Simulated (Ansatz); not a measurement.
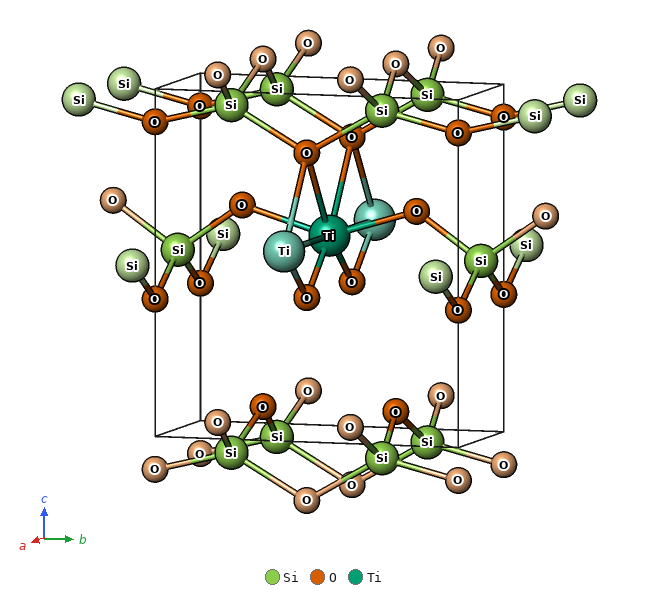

The crystal in a ball-and-stick representation, seen slightly off an axis. The outline marks the conventional unit cell. Periodic images bonded to atoms of the box are shown as well, in fainter colours.

TiSi3O8, space group Pmm2 (No. 25), a = 2.886 Å, b = 6.262 Å, c = 6.870 Å, α = 90.00°, β = 90.00°, γ = 90.00°. The structure was taken from a structure type filled with these elements by a generator (whether the compound takes this form wasn't checked). Earlier steps of the study, as a rule a relaxation of our own, may have changed the cell and positions, so they can lie some per cent off the listed ones. Ansatz was used for an electronic-structure calculation on it.

This one geometry was computed with Ansatz (DFT, plane waves, PAW) at four levels of theory: r2SCAN, HSE06, PBE0 and PBE. It was relaxed beforehand with r2SCAN.

Which level gives the highest pressure at this volume, and what does that say about its equilibrium volume?

Answer. Highest: PBE (6.3 GPa), which points to the largest equilibrium volume. Lowest, with the smallest volume: HSE06 (-1.0 GPa) and PBE0 (-1.1 GPa). Levels within 0.5 GPa of each other can't be told apart.

How does the band gap change with the level of theory?

Answer. PBE: a gap of 3.31 eV, direct; r2SCAN: a gap of 3.74 eV, direct; HSE06: a gap of 5.10 eV, direct; PBE0: a gap of 5.87 eV, direct.

Collect the results in a table.

Answer.
| level | cutoff (eV) | k-mesh of the run's cell | gap (eV) | pressure (GPa) |
| --- | --- | --- | --- | --- |
| r2SCAN | 500 | 8×4×4 | 3.74 | 0.0 |
| HSE06 | 420 | 6×2×2 | 5.10 | -1.0 |
| PBE0 | 420 | 6×2×2 | 5.87 | -1.1 |
| PBE | 420 | 8×4×4 | 3.31 | 6.3 |

Gaps are taken on the k-mesh or band path of each run.
